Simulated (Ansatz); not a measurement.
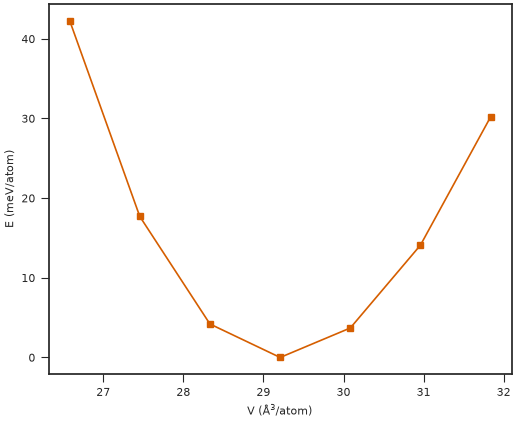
Fig. 1. Cd2TeS in space group P3m1 (No. 156; Cd on 1c, Cd on 1a, Te on 1a, S on 1c) under volume change, PBEsol in the plane-wave PAW code Ansatz, shape and atoms relaxed at each volume.

**Question.** What does a third-order Birch–Murnaghan fit give for V₀, B₀ and B′?

**Answer.** V₀ = 29.21 Å³/atom, B₀ = 48.0 GPa, B′ = 4.6.

The first step of the workflow began from a Materials Project structure, measured or hypothetical; the Crystallography Open Database copy checked does not list it. Whether it is the stable phase at ambient conditions was not checked. The cell was relaxed with PBEsol under the symmetry of its start; of distortions, only those at the zone centre were tested. Spin–orbit coupling is left out wherever it is not named.

Potentials: the later of the program's two PAW sets.
